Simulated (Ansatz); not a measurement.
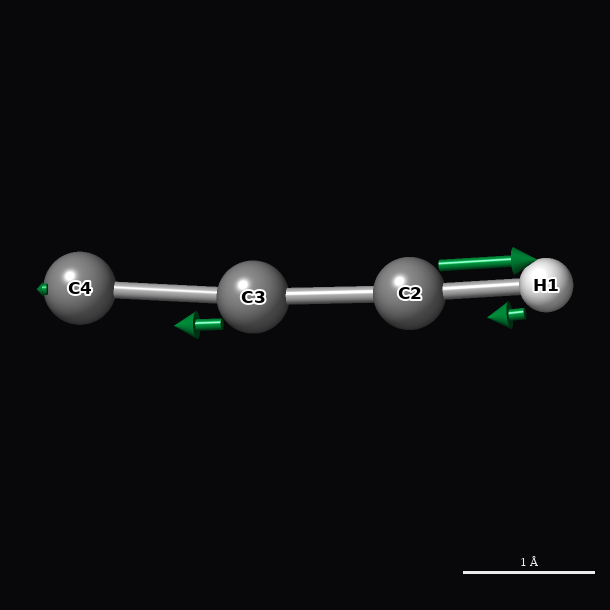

Arrows show the forces on the atoms, 1 Å of arrow for 1 eV/Å; forces under a tenth of the largest aren't drawn. The species is neutral and a spin doublet. Level of theory: UHF/def2-SVP (Ansatz).

> On which atom is the force largest, and how large is it?

On C2: 0.77 eV/Å.

List the force components in the frame of the picture (x right, y up, z towards the viewer), in eV/Å.

```json
{"atom": "H1", "Fx": "−0.29", "Fy": "−0.03", "Fz": "−0.07"}
{"atom": "C2", "Fx": "0.75", "Fy": "0.05", "Fz": "0.18"}
{"atom": "C3", "Fx": "−0.37", "Fy": "−0.01", "Fz": "−0.10"}
{"atom": "C4", "Fx": "−0.08", "Fy": "0.00", "Fz": "−0.01"}
```
